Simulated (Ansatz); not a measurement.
## TlInBr6: complex band structure

Aim: relax a made-up compound, TlInBr6, and see how good a tunnel barrier it would be. It is built by putting In for Ga, Br for F in the TlGaF6 structure of space group R-3, with the volume rescaled by atomic radii. The parent structure comes from the Materials Project.

Program: Ansatz 0.2.0. Level of theory: LDA DFT, plane waves, PAW files, in the first sound run; inputs show where later runs differ. Results are calculated unless marked as measured.

The structure was built from a prototype and need not be the compound's stable phase.

## (1) Starting point

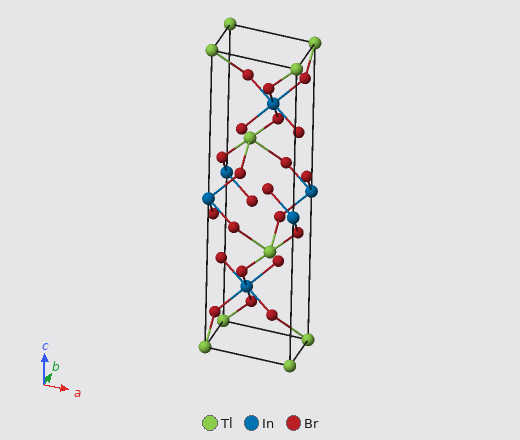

The cell as given, slightly off an axis (thallium green, indium blue, bromine red). This picture shows the conventional cell, with its axes. Bonds to atoms that aren't drawn are left out. Some periodic images of atoms are drawn too.

## (2) Relaxing the new crystal

The substituted atoms don't fit the parent's cell, so cell and atoms relax together. A small smearing keeps the run stable in case the gap closes on the way.

Input file input.yaml:

```yaml
crystal:
  lattice:
    - [3.3595712952, 1.9396493916, 6.2353388818]
    - [-3.3595712952, 1.9396493916, 6.2353388818]
    - [0.0, -3.8792987833, 6.2353388818]
  atoms:
    - { symbol: Tl, position: [0.0, 0.0, 0.0] }
    - { symbol: In, position: [0.5, 0.5, 0.5] }
    - { symbol: Br, position: [0.72747685, 0.41954973, 0.12056787] }
    - { symbol: Br, position: [0.12056787, 0.72747685, 0.41954973] }
    - { symbol: Br, position: [0.41954973, 0.12056787, 0.72747685] }
    - { symbol: Br, position: [0.87943213, 0.27252315, 0.58045027] }
    - { symbol: Br, position: [0.58045027, 0.87943213, 0.27252315] }
    - { symbol: Br, position: [0.27252315, 0.58045027, 0.87943213] }
kpoints:
  mp_grid: { grid: [4, 4, 4] }
scf:
  occupations: { method: gaussian, width: 0.03 }
hamiltonian:
  xc: lda
output:
  forces: true
  stress: true
relax:
  f_tol: 0.02
  max_steps: 60
  cell: {}
```

On the command line:

```bash
ansatz run input.yaml --threads 2 --pin off --max-ram 4096MiB --backend cpu --events-out ev --progress --plain --runs-dir out
```

Numbers of over 12 decimals in the logs are rounded to 6 here.

The log of the run:

```text
Engine: ansatz 0.2.0, x86_64-unknown-linux-gnu
Pseudopotentials: kind: paw
Pseudopotential: Tl, paw, valence charge 13, recommended cutoff 420 eV (normal), Tl.paw.azcp
Pseudopotential: In, paw, valence charge 13, recommended cutoff 420 eV (normal), In.paw.azcp
Pseudopotential: Br, paw, valence charge 7, recommended cutoff 420 eV (normal), Br.paw.azcp
Functional definition: SPW92
  exchange = slater_x
  correlation = pw_c
Crystal: 8 atoms, lattice volume = 243.791 Å³
Basis set: ecut = 420 eV, 4761 PW (Γ)
Bands: 42, of which v1, the nominal top of the filled ones, is band 34 counted from 1 (33 counted from 0)
Symmetry: 6 space group operations
Space group: R-3 (ITA 148), of the structure as read, at distance tolerance 6.2e-5 Å
k-points: 14 of 64
Non-local potential: Tl, projectors of the file, l = 0: 2, l = 1: 2, l = 2: 2, l = 3: 1
Non-local potential: In, projectors of the file, l = 0: 2, l = 1: 2, l = 2: 2, l = 3: 2
Non-local potential: Br, projectors of the file, l = 0: 2, l = 1: 2, l = 2: 2
PAW form: soft (Blöchl's): semilocal exchange-correlation on the pseudo side does not see the compensation charge
PAW frozen core: Tl, regenerated for the run's functional, and the local potential with it (the file was generated under x = pbe(κ = 0.804, μ = 0.219515), c = pbe(β = 0.066725))
PAW frozen core: In, regenerated for the run's functional, and the local potential with it (the file was generated under x = pbe(κ = 0.804, μ = 0.219515), c = pbe(β = 0.066725))
PAW frozen core: Br, regenerated for the run's functional, and the local potential with it (the file was generated under x = pbe(κ = 0.804, μ = 0.219515), c = pbe(β = 0.066725))
PAW one-centre angular grid: Tl, 590 points (default); XC on 64 Gauss nodes
PAW one-centre angular grid: In, 590 points (default); XC on 64 Gauss nodes
PAW one-centre angular grid: Br, 110 points (default); XC on 64 Gauss nodes
Initial density: superposition of atomic densities (neutral atoms: chi_scale 0, normalization atom), corrected by the library's trained network
Initial wavefunctions: pseudopotential atomic-orbital guess
Functional: x = slater, c = lda
SCF iter   1: F=—  HF=-32770.359565 eV  |F-HF|=—  |Δ(HF+E_count)|=         —  Δρ=4.70e-3  dr2=3.00e-2  ethr=1.77e-3  ⟨swp⟩=9.5  Hψ=3152  notcnv=0  defer=8
preconditioner: auto → Resta (q_TF=auto, 2.205 Å⁻¹)  ε∞=3.5  [insulator: Δε(μ)=0.585 eV  Ē_g=12.471 eV  σ=0.030 eV  W_gap=1.00  n_scr=52 (ndim 8)  ℏωp=19.6 eV  f_vac=0.043  D(μ)=0.00/eV (n_scr^D=0)  ε∞_Penn≈3.5]
SCF iter   2: F=—  HF=-32770.352013 eV  |F-HF|=—  |Δ(HF+E_count)|=   7.55e-3  Δρ=2.29e-3  dr2=8.44e-3  ethr=4.42e-5  ⟨swp⟩=2.0  Hψ=1196  notcnv=0  defer=41
SCF iter   3: F=—  HF=-32770.350299 eV  |F-HF|=—  |Δ(HF+E_count)|=   1.71e-3  Δρ=4.44e-4  dr2=4.08e-4  ethr=1.24e-5  ⟨swp⟩=2.2  Hψ=1005  notcnv=0  defer=41
SCF iter   4: F=—  HF=-32770.350264 eV  |F-HF|=—  |Δ(HF+E_count)|=   3.49e-5  Δρ=1.03e-4  dr2=3.53e-5  ethr=6.00e-7  ⟨swp⟩=3.0  Hψ=1186  notcnv=0  defer=41
SCF iter   5: F=—  HF=-32770.350172 eV  |F-HF|=—  |Δ(HF+E_count)|=   9.19e-5  Δρ=1.86e-5  dr2=1.15e-6  ethr=5.19e-8  ⟨swp⟩=3.0  Hψ=1067  notcnv=0  defer=41
SCF iter   6: F=—  HF=-32770.350172 eV  |F-HF|=—  |Δ(HF+E_count)|=   7.53e-7  Δρ=4.99e-6  dr2=1.15e-7  ethr=1.47e-10  ⟨swp⟩=5.0  Hψ=2324  notcnv=0
SCF iter   7: F=-32770.350172 eV  HF=-32770.350172 eV  |F-HF|=8.15e-9  |Δ(HF+E_count)|=   3.38e-8  Δρ=1.69e-6  dr2=1.50e-8  ethr=1.47e-10  ⟨swp⟩=4.4  Hψ=1956  notcnv=0
SCF 1 converged in 7 iterations: F = -32770.350172 eV  dr2 = 1.50e-8
  greatest PAW one-centre occupation: 0.987 electrons in one spin orbital (limit 2), on the In atom at site 1 (counted from 0), in its partial waves of l = 2
relax step   1: F+E_penalty+E_count = -32770.35017249 eV  Δ(F+E_penalty+E_count) = +0.000e0 eV  max|allowed force component| = 1.486e0 eV/Å  Δτ_max = 0.0000 Å  P = +2.597 GPa  Ω = 243.791 Å³  (7 SCF iters, dr2 threshold 1.00e-7 eV, accepted)
Crystal: 8 atoms, lattice volume = 240.697 Å³
Basis set: ecut = 420 eV, 4695 PW (Γ)
Initial density: handed on by an earlier stage of this run
Initial wavefunctions: those handed on with the density
iter 1 solved again at ethr=9.44e-5 eV; its pass at ethr=3.10e-3 eV (dr2=6.42e-2 eV) is discarded
SCF iter   1: F=—  HF=-32771.238137 eV  |F-HF|=—  |Δ(HF+E_count)|=         —  Δρ=7.35e-3  dr2=6.49e-2  ethr=9.44e-5  ⟨swp⟩=3.0  Hψ=3568  notcnv=0
preconditioner: auto → Resta (q_TF=auto, 2.210 Å⁻¹)  ε∞=3.5  [insulator: Δε(μ)=0.749 eV  Ē_g=12.369 eV  σ=0.030 eV  W_gap=1.00  n_scr=52 (ndim 8)  ℏωp=19.7 eV  f_vac=0.025  D(μ)=0.00/eV (n_scr^D=0)  ε∞_Penn≈3.5]
SCF iter   2: F=—  HF=-32771.223124 eV  |F-HF|=—  |Δ(HF+E_count)|=   1.50e-2  Δρ=3.71e-3  dr2=1.39e-2  ethr=9.44e-5  ⟨swp⟩=3.0  Hψ=1081  notcnv=0
SCF iter   3: F=—  HF=-32771.220049 eV  |F-HF|=—  |Δ(HF+E_count)|=   3.08e-3  Δρ=4.46e-4  dr2=3.14e-4  ethr=2.04e-5  ⟨swp⟩=2.9  Hψ=1054  notcnv=0
SCF iter   4: F=—  HF=-32771.219935 eV  |F-HF|=—  |Δ(HF+E_count)|=   1.13e-4  Δρ=8.06e-5  dr2=1.81e-5  ethr=4.61e-7  ⟨swp⟩=3.0  Hψ=1090  notcnv=0
SCF iter   5: F=—  HF=-32771.219936 eV  |F-HF|=—  |Δ(HF+E_count)|=   9.22e-7  Δρ=2.70e-5  dr2=2.33e-6  ethr=2.66e-8  ⟨swp⟩=3.0  Hψ=1063  notcnv=0
SCF iter   6: F=-32771.219936 eV  HF=-32771.219936 eV  |F-HF|=1.38e-8  |Δ(HF+E_count)|=   1.72e-7  Δρ=5.74e-6  dr2=1.18e-7  ethr=1.18e-9  ⟨swp⟩=5.0  Hψ=2280  notcnv=0
SCF 2 converged in 6 iterations: F = -32771.219936 eV  dr2 = 1.18e-7
  greatest PAW one-centre occupation: 0.986 electrons in one spin orbital (limit 2), on the In atom at site 1 (counted from 0), in its partial waves of l = 2
relax step   2: F+E_penalty+E_count = -32771.21993603 eV  Δ(F+E_penalty+E_count) = -8.698e-1 eV  max|allowed force component| = 2.294e-1 eV/Å  Δτ_max = 0.1980 Å  P = -0.673 GPa  Ω = 240.697 Å³  energy of the carried Pulay correction = +7.152e-4 eV  (6 SCF iters, dr2 threshold 8.00e-7 eV, accepted)
Crystal: 8 atoms, lattice volume = 224.051 Å³
Basis set: ecut = 420 eV, 4339 PW (Γ)
iter 1 solved again at ethr=1.52e-4 eV; its pass at ethr=3.10e-3 eV (dr2=1.03e-1 eV) is discarded
SCF iter   1: F=—  HF=-32771.370554 eV  |F-HF|=—  |Δ(HF+E_count)|=         —  Δρ=6.18e-3  dr2=1.04e-1  ethr=1.52e-4  ⟨swp⟩=2.6  Hψ=3425  notcnv=0
preconditioner: auto → Resta (q_TF=auto, 2.237 Å⁻¹)  ε∞=3.7  [insulator: Δε(μ)=0.415 eV  Ē_g=12.383 eV  σ=0.030 eV  W_gap=1.00  n_scr=52 (ndim 8)  ℏωp=20.5 eV  f_vac=0.009  D(μ)=0.00/eV (n_scr^D=0)  ε∞_Penn≈3.7]
SCF iter   2: F=—  HF=-32771.342569 eV  |F-HF|=—  |Δ(HF+E_count)|=   2.80e-2  Δρ=3.18e-3  dr2=2.27e-2  ethr=1.52e-4  ⟨swp⟩=4.2  Hψ=1114  notcnv=0
SCF iter   3: F=—  HF=-32771.335074 eV  |F-HF|=—  |Δ(HF+E_count)|=   7.50e-3  Δρ=5.06e-4  dr2=7.74e-4  ethr=3.33e-5  ⟨swp⟩=2.7  Hψ=936  notcnv=0
SCF iter   4: F=—  HF=-32771.334851 eV  |F-HF|=—  |Δ(HF+E_count)|=   2.23e-4  Δρ=1.42e-4  dr2=4.32e-5  ethr=1.14e-6  ⟨swp⟩=2.9  Hψ=1198  notcnv=0
SCF iter   5: F=—  HF=-32771.334861 eV  |F-HF|=—  |Δ(HF+E_count)|=   9.53e-6  Δρ=2.63e-5  dr2=1.88e-6  ethr=6.35e-8  ⟨swp⟩=2.4  Hψ=1050  notcnv=0
SCF iter   6: F=-32771.334862 eV  HF=-32771.334862 eV  |F-HF|=6.26e-8  |Δ(HF+E_count)|=   6.58e-7  Δρ=5.78e-6  dr2=9.24e-8  ethr=1.18e-9  ⟨swp⟩=5.0  Hψ=2146  notcnv=0
SCF 3 converged in 6 iterations: F = -32771.334862 eV  dr2 = 9.24e-8
relax step   3: F+E_penalty+E_count = -32771.33486169 eV  Δ(F+E_penalty+E_count) = -1.149e-1 eV  max|allowed force component| = 8.638e-2 eV/Å  Δτ_max = 0.1775 Å  P = -0.100 GPa  Ω = 224.051 Å³  energy of the carried Pulay correction = +4.725e-3 eV  (6 SCF iters, dr2 threshold 8.00e-7 eV, accepted)
[...]
relax step   4: F+E_penalty+E_count = -32771.34358547 eV  Δ(F+E_penalty+E_count) = -8.724e-3 eV  max|allowed force component| = 2.289e-2 eV/Å  Δτ_max = 0.0452 Å  P = -0.160 GPa  Ω = 227.188 Å³  energy of the carried Pulay correction = +3.948e-3 eV  (5 SCF iters, dr2 threshold 4.66e-7 eV, accepted)
[...]
relax step   5: F+E_penalty+E_count = -32771.34588410 eV  Δ(F+E_penalty+E_count) = -2.299e-3 eV  max|allowed force component| = 3.027e-3 eV/Å  Δτ_max = 0.0122 Å  P = +0.015 GPa  Ω = 225.729 Å³  energy of the carried Pulay correction = +4.308e-3 eV  (5 SCF iters, dr2 threshold 1.13e-7 eV, accepted)
Initial wavefunctions: pseudopotential atomic-orbital guess (no wavefunctions were taken with the density)
iter 1 solved again at ethr=8.63e-7 eV; its pass at ethr=3.10e-3 eV (dr2=5.87e-4 eV) is discarded
SCF iter   1: F=—  HF=-32771.342222 eV  |F-HF|=—  |Δ(HF+E_count)|=         —  Δρ=9.05e-5  dr2=2.77e-6  ethr=8.63e-7  ⟨swp⟩=3.1  Hψ=4522  notcnv=0
preconditioner: auto → Resta (q_TF=auto, 2.234 Å⁻¹)  ε∞=3.7  [insulator: Δε(μ)=0.521 eV  Ē_g=12.384 eV  σ=0.030 eV  W_gap=1.00  n_scr=46 (ndim 8)  ℏωp=20.4 eV  f_vac=0.013  D(μ)=0.00/eV (n_scr^D=0)  ε∞_Penn≈3.7]
SCF iter   2: F=—  HF=-32771.342126 eV  |F-HF|=—  |Δ(HF+E_count)|=   9.66e-5  Δρ=4.61e-5  dr2=7.00e-7  ethr=4.07e-9  ⟨swp⟩=2.9  Hψ=1099  notcnv=0
SCF iter   3: F=—  HF=-32771.342126 eV  |F-HF|=—  |Δ(HF+E_count)|=   2.92e-7  Δρ=5.72e-6  dr2=2.05e-8  ethr=1.03e-9  ⟨swp⟩=2.6  Hψ=920  notcnv=0
SCF iter   4: F=—  HF=-32771.342126 eV  |F-HF|=—  |Δ(HF+E_count)|=   1.20e-9  Δρ=7.29e-7  dr2=7.59e-10  ethr=3.01e-11  ⟨swp⟩=2.7  Hψ=1138  notcnv=0
SCF iter   5: F=—  HF=-32771.342126 eV  |F-HF|=—  |Δ(HF+E_count)|=  1.31e-10  Δρ=1.94e-7  dr2=8.97e-11  ethr=1.00e-12  ⟨swp⟩=5.4  Hψ=2348  notcnv=0
SCF iter   6: F=-32771.342126 eV  HF=-32771.342126 eV  |F-HF|=7.28e-12  |Δ(HF+E_count)|=  1.46e-11  Δρ=4.87e-8  dr2=1.01e-11  ethr=1.00e-12  ⟨swp⟩=4.0  Hψ=1903  notcnv=0
SCF 6 converged in 6 iterations: F = -32771.342126 eV  dr2 = 1.01e-11
relax step   6: F+E_penalty+E_count = -32771.34212583 eV  Δ(F+E_penalty+E_count) = +3.758e-3 eV  max|allowed force component| = 3.255e-3 eV/Å  Δτ_max = 0.0000 Å  P = +0.011 GPa  Ω = 225.729 Å³  stress off target by 1.83e-2 GPa  SCF on the basis re-selected at this cell (its energy is not comparable with the rows above)  (6 SCF iters)
basis re-selected at this cell: Δ(F+E_penalty+E_count) = +3.758e-3 eV, ΔP = -0.005 GPa vs the last step (what re-selecting the basis moved, of the pressure what is left beyond the Pulay correction that the steps carried, after the strain that the cell walked since its last selection, with what the two solves' SCF thresholds leave and, on support functions, any second-order correction that the steps lacked; it is no measure of the basis error at this ecutwfc). The dense FFT grid was sized anew with the basis: this SCF ran on 48×48×48 points, the steps before it on 50×50×50, so part of this shift can come from that change (see relax.cell in the input reference). [rest of the remark cut]
SCF converged after 6 iterations
Free energy (F): -32771.342126 eV
Harris-Foulkes:  -32771.342126 eV  (|F-HF|=7.28e-12)
Internal energy: -32771.342126 eV  (E = F + TS)
E sigma→0 (E₀):  -32771.342126 eV
Fermi energy:    4.230673 eV
--- Per-component energies (eV) ---
  E_band       = -210.150669
  E_kinetic    = 1385.034948
  E_local      = -3953.179641  (includes V_loc(G=0)·N_el)
  E_nonlocal   = 1126.436090
  E_hartree    = 1383.153523
  E_xc         = -2003.660419
  E_vxc        = -866.315913  (∫ρ·V_xc dr)
  E_paw        = -26859.399650  (= ΣΔE_a)
  E_vpaw       = -668.433202  (= ΣTr[D̂ρ^β])
  E_aug_tail   = 0.000058  (compensation charges beyond the density's cutoff)
  E_ewald      = -3851.109078
  E_core_change = 1.382043  (= ΣΔE_core)
  E_smearing   = -0.000000  (= −TS)
  E_closure    = -0.000000  (closes the sum)
  Σ components = -32771.342126   (vs F -32771.342126, Δ=0.00e0)
--- Forces (eV/Å), atoms counted from 1 ---
  atom   1  Tl    -0.00000000     0.00000000    -0.00000000
  atom   2  In    -0.00000000     0.00000000    -0.00000000
  atom   3  Br    -0.00142863     0.00293428     0.00125392
  atom   4  Br    -0.00182684    -0.00270437     0.00125392
  atom   5  Br     0.00325548    -0.00022991     0.00125392
  atom   6  Br     0.00182684     0.00270437    -0.00125392
  atom   7  Br    -0.00325548     0.00022991    -0.00125392
  atom   8  Br     0.00142863    -0.00293428    -0.00125392
  max |Σ_I F_I| component: 9.32e-18 eV/Å
--- Stress (GPa, compression-positive) ---
        0.006886      -0.000000      -0.000000
        0.000000       0.006886      -0.000000
       -0.000000      -0.000000       0.018269
  P = ⅓ Tr σ = 0.0107 GPa (0.107 kbar)
--- Relaxed structure (5 steps of the walk, 5 accepted, 1 SCFs on fresh bases) ---
  F+E_penalty+E_count = -32771.34212583 eV   max|allowed force component| = 3.255e-3 eV/Å   (the final SCF, on the basis selected at the relaxed cell)
  cell:  # Å, volume = 225.7294 Å³
    - [3.280702, 1.894114, 6.054298]
    - [-3.280702, 1.894114, 6.054298]
    - [-4.313985863183026e-19, -3.788229, 6.054298]
  atoms:
    - { symbol: Tl, position: [2.7878054596104198e-18, -3.0130936248448432e-18, 7.817049082104435e-19] }
    - { symbol: In, position: [0.500000, 0.500000, 0.5] }
    - { symbol: Br, position: [0.744002, 0.438969, 0.071344] }
    - { symbol: Br, position: [0.071344, 0.744002, 0.438969] }
    - { symbol: Br, position: [0.438969, 0.071344, 0.744002] }
    - { symbol: Br, position: [0.928656, 0.255998, 0.561031] }
    - { symbol: Br, position: [0.561031, 0.928656, 0.255998] }
    - { symbol: Br, position: [0.255998, 0.561031, 0.928656] }
```

It took 12 s on 2 threads of Intel Xeon 6975P-C (Granite Rapids), shared host; peak memory 0.61 GiB.

The steps of the relaxation:

| step | energy less that of the first step (eV) | largest force component (eV/Å) | pressure (GPa) | volume (Å³) |
| --- | --- | --- | --- | --- |
| 1 | 0.0000 | 1.4862 | 2.60 | 243.79 |
| 2 | -0.8698 | 0.2294 | -0.67 | 240.70 |
| 3 | -0.9847 | 0.0864 | -0.10 | 224.05 |
| 4 | -0.9934 | 0.0229 | -0.16 | 227.19 |
| 5 | -0.9957 | 0.0030 | 0.02 | 225.73 |
| 6* | -0.9920 | 0.0033 | 0.01 | 225.73 |

Relaxation steps marked * repeat the geometry before them on a plane-wave basis chosen anew for their cell, so energy and pressure can jump there.

The run keeps the 6 symmetry operations that it works with, so distortions that break them were not tested.

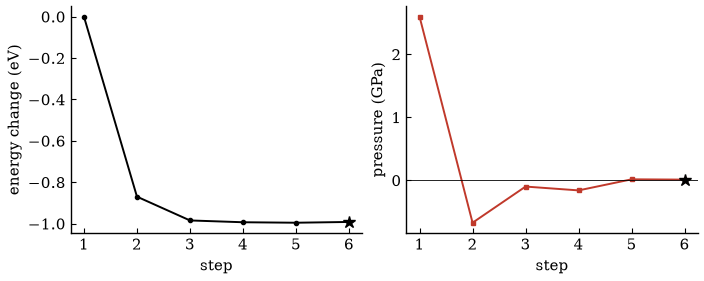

Energy and pressure along the relaxation. Stars mark steps on a basis chosen anew.

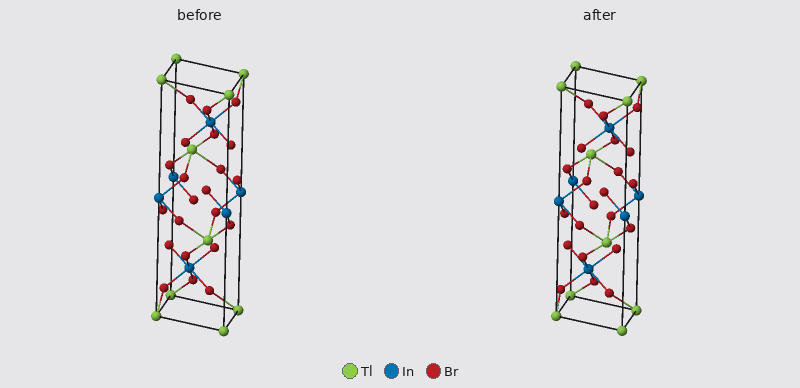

Before and after, at one scale. Bonds to atoms that aren't drawn are left out.

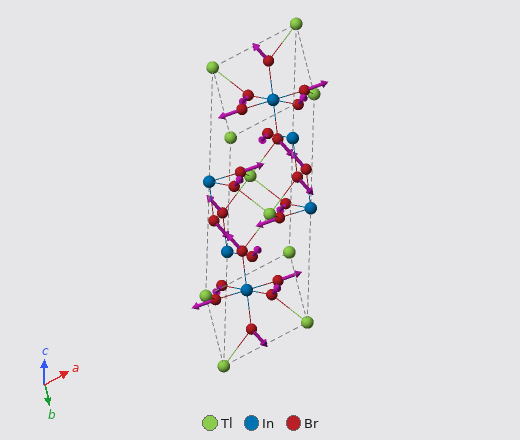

Displacements in the relaxation, exaggerated, measured against the changing cell; the longest in the cell stands for 0.27 Å. Bonds to atoms that aren't drawn are left out. Some periodic images of atoms are drawn too.

| conventional cell, symmetrised | before | after | change |
| --- | --- | --- | --- |
| a (Å) | 6.719 | 6.561 | -2.3 % |
| b (Å) | 6.719 | 6.561 | -2.3 % |
| c (Å) | 18.706 | 18.163 | -2.9 % |
| volume (Å³/atom) | 30.47 | 28.22 | -7.4 % |

The atoms that moved most (Å, as changes of fractional coordinates times the final cell):

| atom | dx | dy | dz | length |
| --- | --- | --- | --- | --- |
| Br6 | 0.216 | 0.135 | 0.080 | 0.267 |
| Br5 | 0.225 | -0.119 | -0.080 | 0.267 |
| Br4 | -0.216 | -0.135 | -0.080 | 0.267 |
| Br3 | -0.009 | 0.255 | -0.080 | 0.267 |
| Br7 | -0.225 | 0.119 | 0.080 | 0.267 |
| Br8 | 0.009 | -0.255 | 0.080 | 0.267 |

This step gave:

```yaml
free_energy: -32771.3421 eV
fermi_energy: 4.231 eV
pressure: 0.01068 GPa
```

The largest force component on a free atom ends at 0.0033 eV/Å.

[end of part 1 of 3]

[Logs are printed without paths, hosts, clocks, repeated set-up lines and the standing remarks that a program may print on its own settings, such as how far it seeks lower states.]

[Hosts, paths, dates, database ids (printed as entryN), source tags and the programs' standing remarks are cut or masked in the printed files.]
